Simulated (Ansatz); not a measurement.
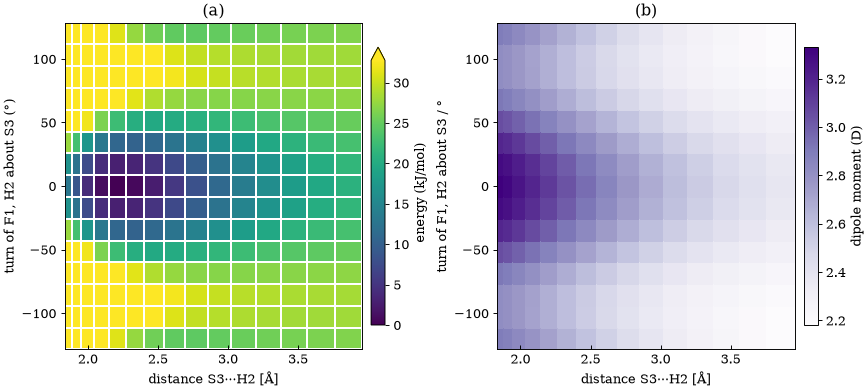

The pair FH···H₂S. The turn is about an axis along (0.88, 0.15, 0.44) in the frame of the relaxed pair, normal to the line between the partners. Coordinates scanned: (1) distance S3···H2; (2) turn of F1, H2 about S3. The grid has 15 × 15 points; 120 points were computed and 105 follow by symmetry. Points are written as (first, second). Energies are in kJ/mol, from the lowest grid point. The calculation used RKS PBE0-D4/def2-TZVPD in Ansatz.

Panel (a) is the energy; panel (b) is the computed dipole moment, in D.

The picture shows one coloured cell a grid point, one colour for all values above the top of the scale.

Question: How does the dipole moment vary over the map, and what is it at the lowest grid point?

Answer: Leaving out the highest fifth of the energies, it runs from 2.18 D at (3.859 Å, −120.0°) to 3.33 D at (1.859 Å, 0.0°). At the lowest grid point, (2.206 Å, 0.0°), it is 3.12 D.

```csv
"turn of F1, H2 about S3 ↓, distance S3···H2 →",1.859,1.909,1.991,2.091,2.206,2.332,2.470,2.617,2.773,2.937,3.108,3.286,3.471,3.662,3.859
120.0,2.90,2.88,2.84,2.79,2.73,2.66,2.59,2.52,2.45,2.39,2.33,2.29,2.25,2.21,2.18
102.9,2.82,2.80,2.77,2.72,2.67,2.60,2.54,2.47,2.41,2.36,2.31,2.27,2.24,2.21,2.18
85.7,2.82,2.80,2.77,2.73,2.67,2.61,2.54,2.48,2.42,2.37,2.33,2.29,2.25,2.23,2.20
68.6,2.91,2.89,2.86,2.81,2.75,2.68,2.61,2.54,2.48,2.43,2.38,2.34,2.30,2.27,2.24
51.4,3.06,3.03,2.99,2.93,2.87,2.80,2.72,2.65,2.58,2.51,2.46,2.40,2.36,2.32,2.29
34.3,3.19,3.17,3.12,3.07,3.00,2.92,2.84,2.76,2.68,2.60,2.53,2.47,2.42,2.37,2.34
17.1,3.29,3.27,3.22,3.16,3.09,3.01,2.92,2.83,2.75,2.66,2.59,2.52,2.46,2.41,2.37
0.0,3.33,3.30,3.26,3.19,3.12,3.04,2.95,2.86,2.77,2.69,2.61,2.54,2.48,2.43,2.38
−17.1,3.29,3.27,3.22,3.16,3.09,3.01,2.92,2.83,2.75,2.66,2.59,2.52,2.46,2.41,2.37
−34.3,3.19,3.17,3.12,3.07,3.00,2.92,2.84,2.76,2.68,2.60,2.53,2.47,2.42,2.37,2.34
−51.4,3.06,3.03,2.99,2.93,2.87,2.80,2.72,2.65,2.58,2.51,2.46,2.40,2.36,2.32,2.29
−68.6,2.91,2.89,2.86,2.81,2.75,2.68,2.61,2.54,2.48,2.43,2.38,2.34,2.30,2.27,2.24
−85.7,2.82,2.80,2.77,2.73,2.67,2.61,2.54,2.48,2.42,2.37,2.33,2.29,2.25,2.23,2.20
−102.9,2.82,2.80,2.77,2.72,2.67,2.60,2.54,2.47,2.41,2.36,2.31,2.27,2.24,2.21,2.18
−120.0,2.90,2.88,2.84,2.79,2.73,2.66,2.59,2.52,2.45,2.39,2.33,2.29,2.25,2.21,2.18
```
